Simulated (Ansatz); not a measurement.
Two G0W0 runs on SiGe (zincblende [001] superlattice) (Pmma).

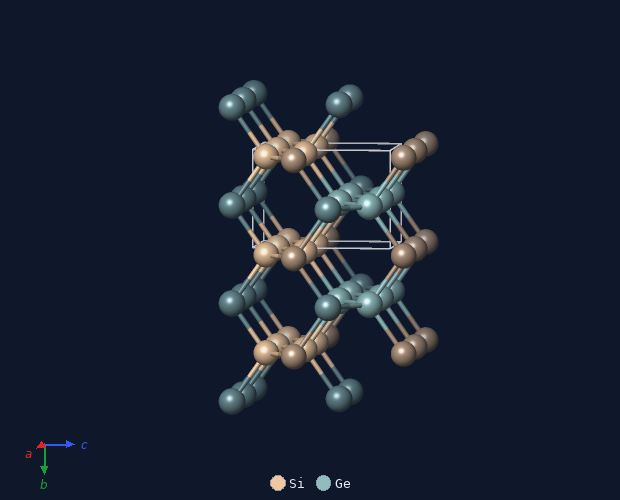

The structure (silicon light orange, germanium teal). 2×2×1 cells are drawn. Some periodic images of atoms are drawn too.

The structure was built from a prototype and need not be the compound's stable phase.

```
Si Ge
1.0
     3.89284    0.00000    0.00000
     0.00000    3.89927    0.00000
     0.00000    0.00000    5.48230
Si Ge
2 2
Cartesian
  0.0000 0.0000 0.6834
  1.9464 0.0000 2.0008
  1.9464 1.9496 3.3673
  0.0000 1.9496 4.7991
```

The structure was relaxed with LDA. The runs that relaxed it are not among those shown.

The first (Ansatz 0.2.0; start LDA, 6×6×4 mesh, 280 empty bands, screening to 130 eV, PAW set soft_1 files; 1 × NVIDIA H100 80GB HBM3 (shared by 6 runs) with 3 threads of AMD EPYC 7R13 (Zen 3), shared host) gave, on its mesh: starting gap 0.28 eV, G0W0 gap 0.73 eV, RPA ε∞ (mean) 18.73, 43 s.

**Question.** The second changes empty bands from 280 to 70 and screening cutoff (eV) from 130.0 to 52. What does it give?

It gave: starting gap 0.28 eV, G0W0 gap 0.55 eV, RPA ε∞ (mean) 19.19, 22 s. The G0W0 gap moves by −0.19 eV, +0.00 eV from the start and −0.19 eV from the correction. Σc changes by +0.49 eV at the valence top and +0.31 eV at the conduction bottom, and Σx − Vxc between them by +0.00 eV.

Limits: not at the basis limit; no spin-orbit coupling; coarse k mesh.

[Paths, hosts, dates, memory and timing lines, banners, echoed tables and standing remarks are left out of the program output.]

[Logs are printed without paths, hosts, clocks, repeated set-up lines and the standing remarks that a program may print on its own settings, such as how far it seeks lower states.]

[Runs of the session that timed out or met a known fault of the program may be left out.]

[Cells called generated may have been cut or substituted from an entry of the Crystallography Open Database or the Materials Project.]

[Hosts, paths, dates, database ids (printed as entryN), source tags and the programs' standing remarks are cut or masked in the printed files.]
